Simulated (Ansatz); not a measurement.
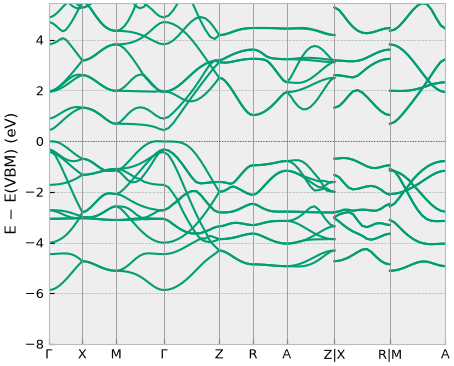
Figure: Band structure from PBE (plane waves, PAW; program Ansatz)

### Question
Read off the gap and where the band edges lie.

### Answer
About 0.4 eV (0.44 eV by a search for the band edges); maximum on the M–Γ line, 86 % of the way from M, minimum at Γ.

The material is HfS$_{2}$ (rutile, P4_2/mnm).

A made-up cell: these elements were put on the sites of a structure type; neither database checked (COD, Materials Project) lists it. Whether it is the stable phase at ambient conditions was not checked. The cell was relaxed with PBE under the symmetry of its start; its stability against distortions is not shown here. The run is not spin-polarised. Scalar-relativistic: spin–orbit coupling is off unless named, which matters more the heavier the elements.

Potentials: the later of the program's two PAW sets.
